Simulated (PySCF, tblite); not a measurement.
# C₄H₁₁B₂F₂N: geometry, infrared bands and NMR shifts

What infrared bands and NMR shifts should C₄H₁₁B₂F₂N (`CCCB(N)CB(F)F`) show?

The runs use tblite 0.8.0 and PySCF 2.14.0, with density-fitted response routines of our own; the level of theory stands in each step. All values are computed, except where a source is named. Atoms are numbered from 0 throughout.

### 1 The starting structure

20 atoms, charge 0, multiplicity 1; geometry from: force field or distance geometry start.

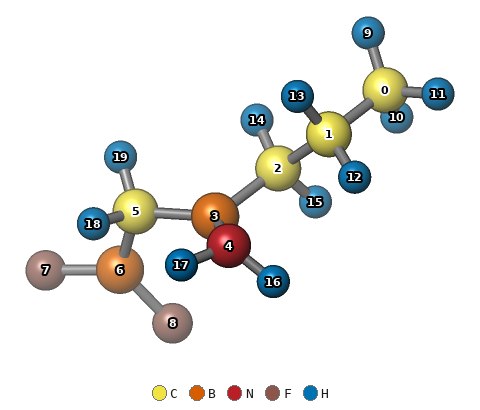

The starting geometry (carbon yellow, boron orange, nitrogen red, fluorine brown, hydrogen blue), atoms numbered.

### 2 Optimising the geometry with GFN2-xTB

Job settings and geometry (Å):

```
{"job": {"kind": "relax", "xc": "GFN2-xTB", "basis": "xTB"}, "charge": 0, "multiplicity": 1}
C     -2.935900     0.541100     0.036700
C     -1.777500    -0.411700     0.002900
C     -0.519000     0.448000     0.092600
B      0.797400    -0.401900     0.065000
N      0.666600    -1.873300     0.474700
C      2.011900     0.102400    -0.773500
B      3.014200     1.022600     0.046900
F      4.204600     1.497000    -0.653900
F      2.856200     1.362800     1.431900
H     -3.250600     0.788400    -0.972200
H     -2.676300     1.428500     0.658100
H     -3.769500    -0.013400     0.569900
H     -1.826400    -1.160400     0.827600
H     -1.806200    -0.991700    -0.956900
H     -0.604300     1.146600    -0.771300
H     -0.619600     1.052600     1.047600
H      0.366200    -1.983400     1.460500
H      1.485900    -2.446200     0.211100
H      2.629900    -0.768400    -1.123100
H      1.747300     0.671200    -1.677900
```

Run with:

```
$ OMP_NUM_THREADS=1 python probes_run.py task.json out
```

One launch serves the whole session: the jobs run in the order shown.

What it wrote:

```text
step      E/eV     max force
  0    -791.69016    3.524
  1    -792.40287    2.363
  2    -792.69845    2.459
  3    -792.81574    0.962
  4    -792.91254    0.600
  5    -792.95702    0.621
  6    -793.00233    0.503
  7    -793.05008    0.557
  8    -793.08973    0.533
  9    -793.11604    0.375
 10    -793.13646    0.362
 11    -793.15965    0.475
 12    -793.17953    0.444
 13    -793.19587    0.476
 14    -793.20883    0.271
 15    -793.22186    0.297
 16    -793.23378    0.317
 17    -793.24077    0.213
 18    -793.24459    0.151
 19    -793.24701    0.157
 20    -793.24899    0.126
 21    -793.25084    0.118
 22    -793.25253    0.114
 23    -793.25470    0.117
 24    -793.25731    0.138
 25    -793.26002    0.125
 26    -793.26207    0.080
 27    -793.26373    0.091
 28    -793.26573    0.105
 29    -793.26892    0.154
 30    -793.27294    0.163
 31    -793.27637    0.139
 32    -793.27920    0.136
 33    -793.28183    0.135
 34    -793.28489    0.175
 35    -793.28857    0.195
 36    -793.29178    0.171
 37    -793.29380    0.107
 38    -793.29488    0.074
 39    -793.29552    0.073
 40    -793.29633    0.090
 41    -793.29743    0.080
 42    -793.29814    0.060
 43    -793.29882    0.065
 44    -793.29942    0.074
 45    -793.30011    0.074
 46    -793.30080    0.063
 47    -793.30140    0.051
 48    -793.30180    0.034
 49    -793.30208    0.036
 50    -793.30234    0.037
 51    -793.30259    0.039
 52    -793.30276    0.026
 53    -793.30285    0.020
 54    -793.30291    0.017
 55    -793.30299    0.021
 56    -793.30308    0.022
 57    -793.30318    0.018
 58    -793.30326    0.019
 59    -793.30335    0.022
 60    -793.30345    0.025
 61    -793.30354    0.025
 62    -793.30362    0.020
 63    -793.30369    0.021
 64    -793.30379    0.023
 65    -793.30394    0.032
 66    -793.30411    0.035
 67    -793.30427    0.024
 68    -793.30439    0.024
 69    -793.30452    0.029
 70    -793.30472    0.050
 71    -793.30500    0.058
 72    -793.30529    0.045
 73    -793.30551    0.034
 74    -793.30569    0.033
 75    -793.30594    0.050
 76    -793.30630    0.058
 77    -793.30677    0.048
 78    -793.30725    0.055
 79    -793.30767    0.046
 80    -793.30805    0.051
 81    -793.30840    0.054
 82    -793.30870    0.036
 83    -793.30897    0.036
 84    -793.30927    0.059
 85    -793.30966    0.080
 86    -793.31011    0.080
 87    -793.31062    0.056
 88    -793.31107    0.042
 89    -793.31147    0.059
 90    -793.31202    0.086
 91    -793.31284    0.078
 92    -793.31355    0.060
 93    -793.31409    0.054
 94    -793.31445    0.070
 95    -793.31479    0.063
 96    -793.31517    0.055
 97    -793.31565    0.042
 98    -793.31577    0.037
 99    -793.31596    0.036
100    -793.31630    0.031
101    -793.31680    0.047
102    -793.31723    0.059
103    -793.31778    0.054
104    -793.31840    0.061
105    -793.31899    0.070
106    -793.31976    0.073
107    -793.32072    0.073
108    -793.32179    0.072
109    -793.32269    0.070
110    -793.32355    0.070
111    -793.32429    0.075
112    -793.32493    0.052
113    -793.32543    0.052
114    -793.32583    0.046
115    -793.32607    0.047
116    -793.32590    0.083
117    -793.32644    0.039
118    -793.32658    0.033
119    -793.32705    0.031
120    -793.32726    0.040
121    -793.32760    0.040
122    -793.32799    0.047
123    -793.32846    0.051
124    -793.32891    0.045
125    -793.32938    0.055
126    -793.32991    0.069
127    -793.33067    0.080
128    -793.33158    0.162
129    -793.33331    0.141
130    -793.33528    0.179
131    -793.33872    0.158
132    -793.34044    0.117
133    -793.34001    0.434
134    -793.34180    0.286
135    -793.34429    0.175
136    -793.34653    0.145
137    -793.34782    0.152
138    -793.34960    0.135
139    -793.35095    0.087
140    -793.35145    0.233
141    -793.35275    0.099
142    -793.35469    0.086
143    -793.35824    0.267
144    -793.36065    0.100
145    -793.36366    0.123
146    -793.36460    0.539
147    -793.37008    0.179
148    -793.37356    0.132
149    -793.37829    0.404
150    -793.38255    0.134
151    -793.38868    0.159
152    -793.39132    0.403
153    -793.39511    0.114
154    -793.39713    0.137
155    -793.39958    0.303
156    -793.40185    0.244
157    -793.40670    0.115
158    -793.40898    0.099
159    -793.41081    0.091
160    -793.41002    0.320
161    -793.41252    0.063
162    -793.41328    0.062
163    -793.41518    0.056
164    -793.41568    0.061
165    -793.41668    0.050
166    -793.41718    0.049
167    -793.41767    0.044
168    -793.41804    0.053
169    -793.41842    0.045
170    -793.41875    0.040
171    -793.41902    0.037
172    -793.41920    0.045
173    -793.41938    0.032
174    -793.41962    0.031
175    -793.42027    0.061
176    -793.42077    0.078
177    -793.42144    0.083
178    -793.42191    0.069
179    -793.42245    0.054
180    -793.42293    0.045
181    -793.42346    0.060
182    -793.42387    0.047
183    -793.42419    0.034
184    -793.42440    0.024
185    -793.42453    0.023
186    -793.42463    0.023
187    -793.42473    0.022
188    -793.42483    0.020
189    -793.42496    0.020
190    -793.42510    0.025
191    -793.42525    0.032
192    -793.42540    0.038
193    -793.42558    0.041
194    -793.42580    0.041
195    -793.42606    0.039
196    -793.42636    0.040
197    -793.42671    0.038
198    -793.42708    0.029
199    -793.42737    0.026
200    -793.42756    0.028
201    -793.42770    0.035
202    -793.42783    0.031
203    -793.42798    0.030
204    -793.42811    0.022
205    -793.42821    0.022
206    -793.42829    0.026
207    -793.42836    0.024
208    -793.42842    0.022
209    -793.42848    0.022
210    -793.42855    0.019
211    -793.42861    0.015
212    -793.42865    0.012
213    -793.42867    0.013
214    -793.42869    0.011
215    -793.42871    0.011
216    -793.42874    0.011
217    -793.42876    0.012
218    -793.42880    0.014
219    -793.42885    0.017
220    -793.42893    0.022
221    -793.42906    0.026
222    -793.42925    0.034
223    -793.42954    0.040
224    -793.42997    0.042
225    -793.43051    0.049
226    -793.43109    0.060
227    -793.43168    0.062
228    -793.43228    0.050
229    -793.43278    0.048
230    -793.43180    0.221
231    -793.43327    0.040
232    -793.43344    0.032
233    -793.43380    0.056
234    -793.43410    0.080
235    -793.43435    0.053
236    -793.43464    0.047
237    -793.43490    0.039
238    -793.43510    0.070
239    -793.43527    0.031
240    -793.43545    0.046
241    -793.43564    0.050
242    -793.43576    0.046
243    -793.43592    0.036
244    -793.43614    0.048
245    -793.43634    0.029
246    -793.43597    0.149
247    -793.43655    0.027
248    -793.43665    0.026
249    -793.43645    0.142
250    -793.43690    0.022
251    -793.43700    0.023
252    -793.43709    0.068
253    -793.43721    0.025
254    -793.43727    0.019
255    -793.43744    0.016
256    -793.43750    0.016
257    -793.43758    0.016
258    -793.43768    0.022
259    -793.43774    0.022
260    -793.43778    0.023
261    -793.43784    0.016
262    -793.43789    0.011
263    -793.43793    0.012
264    -793.43799    0.012
265    -793.43803    0.017
266    -793.43808    0.020
267    -793.43813    0.024
268    -793.43818    0.020
269    -793.43823    0.021
270    -793.43827    0.017
271    -793.43832    0.017
272    -793.43837    0.016
273    -793.43841    0.014
274    -793.43845    0.011
275    -793.43847    0.010
```

It took 2 s on 1 thread of Arm Neoverse V1, shared host.

Step by step: (not every step is listed)

| step | energy from step 0 (eV) | largest force (eV/Å) |
| --- | --- | --- |
| 0 | 0.0000 | 3.5237 |
| 1 | -0.7127 | 2.3630 |
| 2 | -1.0083 | 2.4594 |
| 3 | -1.1256 | 0.9624 |
| 4 | -1.2224 | 0.6004 |
| 5 | -1.2669 | 0.6212 |
| 6 | -1.3122 | 0.5030 |
| 7 | -1.3599 | 0.5573 |
| 8 | -1.3996 | 0.5325 |
| 34 | -1.5947 | 0.1754 |
| 60 | -1.6133 | 0.0249 |
| 86 | -1.6200 | 0.0796 |
| 112 | -1.6348 | 0.0517 |
| 138 | -1.6594 | 0.1351 |
| 164 | -1.7255 | 0.0608 |
| 190 | -1.7349 | 0.0248 |
| 216 | -1.7386 | 0.0114 |
| 242 | -1.7456 | 0.0460 |
| 268 | -1.7480 | 0.0197 |
| 270 | -1.7481 | 0.0170 |
| 271 | -1.7482 | 0.0169 |
| 272 | -1.7482 | 0.0157 |
| 273 | -1.7482 | 0.0140 |
| 274 | -1.7483 | 0.0114 |
| 275 | -1.7483 | 0.0099 |

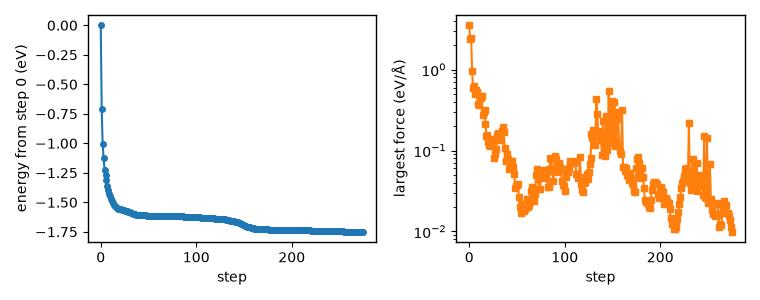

Energy and largest force along the relaxation.

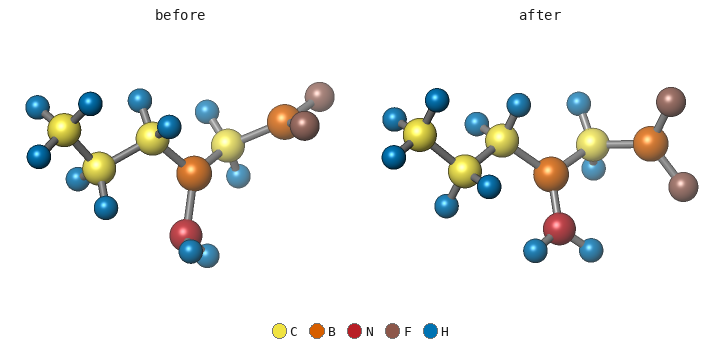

The geometry before (left) and after (right).

Distances of close pairs at the start and the end, largest changes first:

| bond | before (Å) | after (Å) | change (Å) |
| --- | --- | --- | --- |
| B3–N4 | 1.533 | 1.380 | -0.153 |
| B6–F7 | 1.461 | 1.323 | -0.137 |
| B6–F8 | 1.435 | 1.328 | -0.107 |
| B3–C5 | 1.560 | 1.616 | +0.056 |
| C0–H11 | 1.134 | 1.088 | -0.046 |
| C2–H15 | 1.135 | 1.094 | -0.041 |
| C5–H18 | 1.124 | 1.089 | -0.035 |
| C5–B6 | 1.589 | 1.556 | -0.033 |

The end geometry stands in the next job.

### 3 Harmonic vibrations with GFN2-xTB

Job settings and geometry (Å):

```
{"job": {"kind": "ir", "xc": "GFN2-xTB", "basis": "xTB"}, "charge": 0, "multiplicity": 1}
C     -3.075180     0.522513     0.039974
C     -1.802418    -0.276147     0.299143
C     -0.586776     0.349228    -0.389551
B      0.802804    -0.392790    -0.176596
N      0.914859    -1.553616     0.561378
C      2.140456     0.218757    -0.845037
B      3.118527     0.650055     0.285731
F      3.225956     1.885429     0.747224
F      3.878447    -0.214947     0.947860
H     -3.285209     0.568473    -1.026718
H     -2.968019     1.539817     0.411103
H     -3.928397     0.064684     0.536634
H     -1.625086    -0.323101     1.376064
H     -1.942156    -1.296933    -0.065064
H     -0.799943     0.421871    -1.459720
H     -0.488202     1.382500    -0.045112
H      0.138745    -2.010068     1.010120
H      1.794053    -2.011800     0.736550
H      2.590078    -0.566154    -1.451259
H      1.892312     1.052908    -1.495758
```

What it wrote:

```text
mode    cm-1     km/mol
  1      17.3      1.11
  2      43.7      0.21
  3      55.9      0.53
  4      93.5      1.46
  5     104.3      0.36
  6     142.7      0.57
  7     237.6      0.08
  8     252.2      1.22
  9     309.5      0.65
 10     335.1      3.36
 11     374.3      0.91
 12     411.4      9.05
 13     446.0     17.42
 14     533.1     20.39
 15     575.9     34.46
 16     637.2    184.20
 17     724.8      9.01
 18     755.5     61.67
 19     787.0      4.42
 20     813.2     14.34
 21     844.6      3.16
 22     858.7      6.27
 23     947.1     22.63
 24     994.1     52.30
 25    1021.5     19.53
 26    1072.4     15.69
 27    1096.0     10.80
 28    1129.0     42.85
 29    1142.9    323.14
 30    1234.6      7.04
 31    1242.7    331.58
 32    1267.0    466.81
 33    1275.8     50.32
 34    1281.0      7.05
 35    1355.2     27.39
 36    1395.2    155.63
 37    1416.2      0.57
 38    1462.5     13.31
 39    1479.5      4.88
 40    1499.8      2.07
 41    1506.1      2.44
 42    1507.8      2.29
 43    1540.4    144.13
 44    2947.8      7.32
 45    2963.3     87.61
 46    2970.9      3.84
 47    2976.2     63.19
 48    3005.3     21.10
 49    3025.4     62.30
 50    3027.5     60.09
 51    3033.3     31.49
 52    3038.3     28.41
 53    3483.7      2.10
 54    3520.1      0.18
```

It took 0.73 s on 1 thread of Arm Neoverse V1, shared host.

The strongest bands and the atoms that carry them (share of the mass-weighted mode):

| cm⁻¹ | km/mol | atoms |
| --- | --- | --- |
| 637 | 184.2 | H17 52 %, H16 22 %, N4 19 % |
| 1143 | 323.1 | B3 24 %, H19 17 %, C5 15 % |
| 1243 | 331.6 | B6 67 %, F8 17 % |
| 1267 | 466.8 | B6 62 %, F7 16 % |
| 1395 | 155.6 | B3 55 %, H17 12 %, N4 11 %, H16 11 % |
| 1540 | 144.1 | H17 33 %, H16 33 %, N4 20 % |
| 2963 | 87.6 | H13 52 %, H12 20 %, H14 12 % |
| 2976 | 63.2 | H12 29 %, H15 24 %, H14 24 %, H13 17 % |

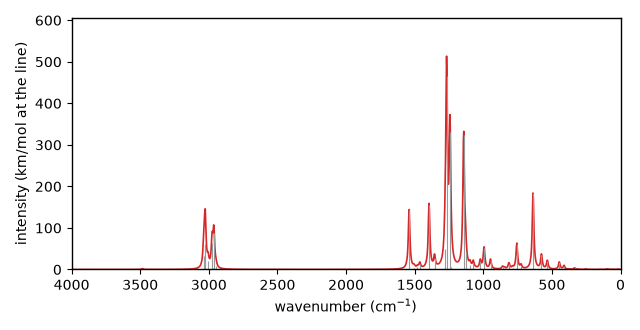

The infrared spectrum from these modes, unscaled. Lines are broadened to a width of 14 cm⁻¹ (Lorentzian).

### 4 Shielding tensors: PBE0/pcSseg-1

Settings changed since step 3:

```diff
@@ -1,2 +1,2 @@
-{"job": {"kind": "ir", "xc": "GFN2-xTB", "basis": "xTB"}, "charge": 0, "multiplicity": 1}
+{"job": {"kind": "nmr", "xc": "PBE0", "basis": "pcSseg-1"}, "charge": 0, "multiplicity": 1}
 C     -3.075180     0.522513     0.039974
```

Level: GIAO PBE0/pcSseg-1 NMR shielding, non-relativistic, gas phase.

What it wrote:

```text
coarse grid: 16576 points
cycle   1  E = -462.6483962619  dE =  8.611e-01  |g| = 7.894e-01  |ddm| = 3.797e+00
cycle   2  E = -462.5986098612  dE =  4.979e-02  |g| = 9.940e-01  |ddm| = 1.161e+00
cycle   3  E = -462.7726622550  dE = -1.741e-01  |g| = 7.508e-02  |ddm| = 6.271e-01
cycle   4  E = -462.7736626817  dE = -1.000e-03  |g| = 3.108e-02  |ddm| = 7.299e-02
cycle   5  E = -462.7738712235  dE = -2.085e-04  |g| = 4.222e-03  |ddm| = 2.397e-02
cycle   6  E = -462.7738747557  dE = -3.532e-06  |g| = 1.762e-03  |ddm| = 4.784e-03
final grid: 160544 points
cycle   7  E = -462.8303340379  dE = -8.078e-05  |g| = 9.572e-03  |ddm| = 3.220e-02
cycle   8  E = -462.8303282153  dE =  5.823e-06  |g| = 1.079e-02  |ddm| = 1.662e-02
cycle   9  E = -462.8303565578  dE = -2.834e-05  |g| = 4.697e-04  |ddm| = 8.733e-03
cycle  10  E = -462.8303565960  dE = -3.819e-08  |g| = 2.688e-04  |ddm| = 6.226e-04
cycle  11  E = -462.8303566121  dE = -1.614e-08  |g| = 5.652e-05  |ddm| = 2.034e-04
cycle  12  E = -462.8303566127  dE = -5.772e-10  |g| = 2.017e-05  |ddm| = 5.053e-05
converged SCF energy = -462.8303566127

GIAO shielding tensors (ppm)
atom      isotropic    diamagn.    paramagn.     s11        s22        s33       span
  0 C      167.185     244.979     -77.794    153.460    160.483    187.613     34.153
  1 C      165.465     249.488     -84.023    159.530    164.826    172.037     12.507
  2 C      158.015     254.821     -96.806    139.034    148.259    186.751     47.716
  3 B       57.136     193.511    -136.374     20.587     38.417    112.405     91.819
  4 N      159.448     319.722    -160.274     68.857    194.769    214.718    145.861
  5 C      176.753     260.354     -83.600    156.181    184.114    189.965     33.783
  6 B       71.566     193.588    -122.023     40.042     79.389     95.266     55.223
  7 F      240.838     467.152    -226.315     67.712    297.035    357.767    290.056
  8 F      247.955     466.938    -218.983     77.164    307.822    358.880    281.715
  9 H       30.760      29.214       1.545     26.813     28.888     36.579      9.766
 10 H       30.749      29.512       1.237     26.712     29.047     36.487      9.776
 11 H       30.402      27.527       2.874     25.449     27.719     38.037     12.588
 12 H       30.524      33.872      -3.349     25.188     31.194     35.189     10.001
 13 H       30.484      33.280      -2.796     25.032     31.084     35.336     10.305
 14 H       30.778      34.751      -3.973     26.242     31.290     34.802      8.560
 15 H       30.726      35.508      -4.782     26.184     31.196     34.800      8.616
 16 H       27.608      34.021      -6.412     21.582     27.234     34.009     12.427
 17 H       27.559      32.067      -4.508     21.898     26.623     34.155     12.257
 18 H       31.014      31.020      -0.006     27.865     28.343     36.835      8.970
 19 H       30.995      33.803      -2.808     27.297     30.178     35.509      8.212
```

Wall time 40 s (1 thread of Arm Neoverse V1, shared host); peak memory 0.93 GiB.

Shifts follow as δ = σ(reference) − σ, with reference shieldings (ppm) from runs at the same level and on the same kind of geometry: 1H TMS 31.72, 13C TMS 186.9, 19F CFCl3 170.9, 15N NH3 267.7, 11B BF3·OEt2 100.1. The references are single molecules in the gas phase, so shifts against H2O, NH3, PH3, H3PO4 or CFCl3 are not on the usual liquid scales and can be off by tens of ppm. Atoms listed in one row are averaged.

| atoms | environment | σ (ppm) | δ (ppm) | δ scaled to CDCl3 |
| --- | --- | --- | --- | --- |
| C2 | sp3 CH2 bonded to B | 158.0 | 28.9 | 26.3 |
| C1 | sp3 CH2 | 165.5 | 21.5 | 19.0 |
| C0 | methyl carbon | 167.2 | 19.7 | 17.4 |
| C5 | sp3 CH2 bonded to 2 B | 176.8 | 10.2 | 8.0 |
| H16, H17 | hydrogen on a nitrogen bonded to B | 27.58 | 4.13 | – |
| H12, H13 | hydrogen on an sp3 CH2 | 30.50 | 1.21 | 1.25 |
| H9, H10, H11 | hydrogen on a methyl carbon | 30.64 | 1.08 | 1.12 |
| H14, H15 | hydrogen on an sp3 CH2 bonded to B | 30.75 | 0.96 | 1.01 |
| H18, H19 | hydrogen on an sp3 CH2 bonded to 2 B | 31.00 | 0.71 | 0.78 |
| B3 | boron bonded to 2 C, N | 57.1 | 42.9 | – |
| B6 | boron bonded to C, 2 F | 71.6 | 28.5 | – |
| N4 | nitrogen bonded to B, 2 H | 159.4 | 108.3 | – |
| F7, F8 | fluorine bonded to B | 244.4 | -73.5 | – |

The scaled column applies a straight-line fit of computed shieldings to shifts measured in CDCl3, and one for carbons that bear F (root-mean-square error 0.16 ppm for H, 1.9 ppm for C).

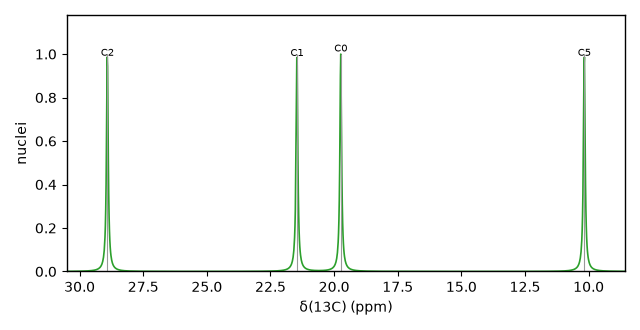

13C lines at the computed shifts, without couplings. Lines are broadened to a width of 0.08 ppm (Lorentzian).

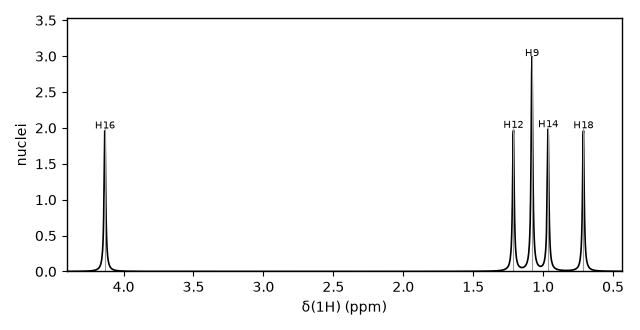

1H lines at the computed shifts, without couplings. Lines are broadened to a width of 0.01 ppm (Lorentzian).

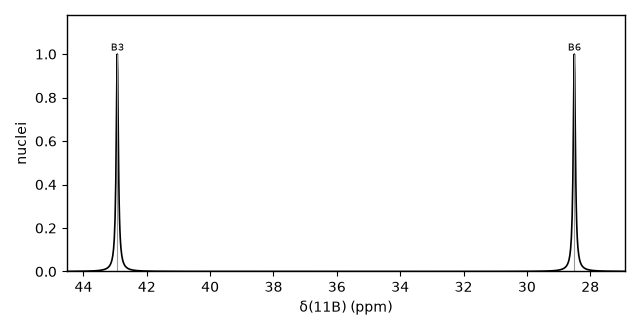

11B lines at the computed shifts, without couplings. Lines are broadened to a width of 0.08 ppm (Lorentzian).

The run also stored atomic charges by several schemes (e):

| atoms | Mulliken | IAO | Hirshfeld | ESP fit |
| --- | --- | --- | --- | --- |
| C0 | -0.25 | -0.41 | -0.12 | -0.46 |
| C1 | -0.31 | -0.24 | -0.07 | 0.31 |
| C2 | -0.45 | -0.40 | -0.14 | -0.28 |
| B3 | 0.48 | 0.29 | 0.18 | 0.58 |
| N4 | -0.43 | -0.53 | -0.23 | -0.97 |
| C5 | -0.68 | -0.61 | -0.23 | -0.78 |
| B6 | 0.76 | 0.73 | 0.30 | 0.80 |
| F7, F8 | -0.30 | -0.32 | -0.15 | -0.32 |

Mulliken charges:

C0 -0.25; C1 -0.31; C2 -0.45; B3 0.48; N4 -0.43; C5 -0.68; B6 0.76; F7 -0.30; F8 -0.31; H9 0.11; H10 0.11; H11 0.11; H12 0.11; H13 0.11; H14 0.13; H15 0.13; H16 0.19; H17 0.20; H18 0.15; H19 0.14

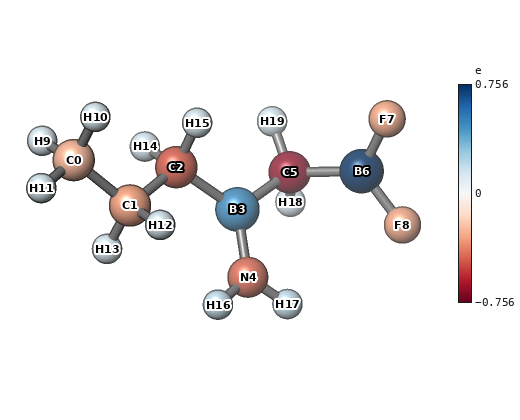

Mulliken charges, as colours on the atoms.

Mayer bond orders: C0–C1 1.07, C1–C2 1.04, C2–B3 0.97, B3–N4 1.38, B3–C5 0.93, C5–B6 1.01, B6–F7 1.10, B6–F8 1.08.

### 5 What came out

| quantity | value |
| --- | --- |
| strongest single infrared mode (GFN2-xTB) | 1267 cm⁻¹, 467 km/mol |
| zero-point energy (GFN2-xTB) | 100.4 kcal/mol |
| 13C shifts against TMS (PBE0/pcSseg-1) | 28.9, 21.5, 19.7, 10.2 ppm |
| 1H shifts against TMS (PBE0/pcSseg-1, means over atoms taken as alike) | 4.13, 1.21, 1.08, 0.96, 0.71 ppm |
| 11B shifts against BF3·OEt2 (PBE0/pcSseg-1) | 42.9, 28.5 ppm |
| 15N shifts against NH3 (PBE0/pcSseg-1) | 108.3 ppm |
| 19F shifts against CFCl3 (PBE0/pcSseg-1, means over atoms taken as alike) | -73.5 ppm |

**Reading.** Relaxing lowered the energy by 1.748 eV in 275 steps; the close pair that moved most is B3–N4, from 1.533 to 1.380 Å. All 54 modes are real, so the xTB geometry is a minimum. The strongest single mode, at 1267 cm⁻¹, moves mainly B6. Unscaled tight-binding wavenumbers are off by several per cent, some by more. Its intensities can rank the bands wrongly. At PBE0/pcSseg-1: The widest tensor belongs to F7, F8: span 286 ppm, with a paramagnetic part of -223 ppm.
